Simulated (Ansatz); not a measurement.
All values below come from PBE (plane waves to 420 eV, PAW; Ansatz, an electronic-structure program).

Host crystal: wurtzite ZnO, with a band gap (PBE, scalar-relativistic without spin-orbit coupling).

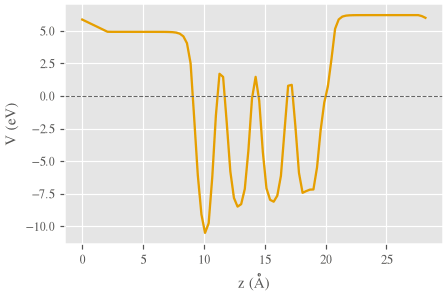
Planar average of the electrostatic potential across the slab, in eV from the Fermi level, for O on the 1x1 (10-10) surface of wurtzite ZnO (cut with top plane O + Zn), one in a 1x1 cell, started at the site 'top O'

Model: 17-atom slab, 9.4 Å thick at the start under the adsorbate (thin: gaps and levels are the slab's own), 6x4x1 mesh, Fermi-Dirac 0.01 eV, dipole correction, 8 atoms held, the rest relaxed; held to the start's symmetry, so lower structures may exist; spin-polarised, ending with about 0.1 μB a cell, a value that depends on the mesh; orders that need a larger cell were not tried, no spin-orbit, no U, no dispersion correction. The slab shows no gap over 0.04 eV on its mesh. At the end it is bonded to O + Zn. In PBE it is, or lies within 0.03 eV of, the lowest of the starts that converged.

Problem. The surface cell has an area of 17.36 Å². What dipole along the normal does the step between the two vacuum levels imply?

Solution. the top vacuum level lies 1.28 eV above the bottom one; p = −ε₀ A ΔV (ε₀ = 0.005526 e/(V·Å)) gives -0.12 e·Å a cell.
